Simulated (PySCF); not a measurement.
C2H4BBr, SMILES B/C=C\Br, singlet at its PBE0/def2-SVP optimised geometry (Å):

```
8

B      1.0938     0.5609    -0.0015
C      0.1634    -0.6685     0.0000
C     -1.1833    -0.6685     0.0000
Br    -2.2923     0.8388     0.0000
H      2.2923     0.4049    -0.0025
H      0.6398     1.6788    -0.0021
H      0.5931    -1.6788    -0.0001
H     -1.7772    -1.5881     0.0000
```

Computed with PBE0/def2-TZVP (PySCF). Cells within 0.4 Å of a nucleus heavier than hydrogen are left out (blank, or x).

Map of the Laplacian of the electron density (e/bohr⁵), clipped to [-1.50, 1.50] on the plane z = 0.0 Å:

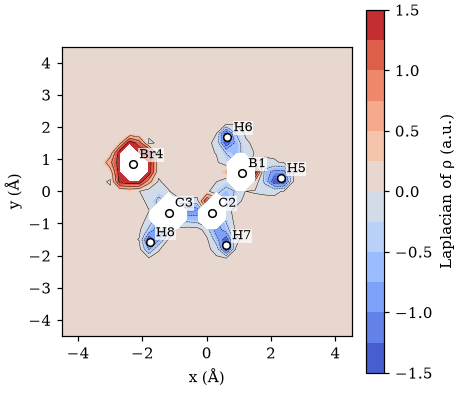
Laplacian of the electron density (e/bohr⁵), clipped to [-1.50, 1.50] on the plane z = 0.0 Å.
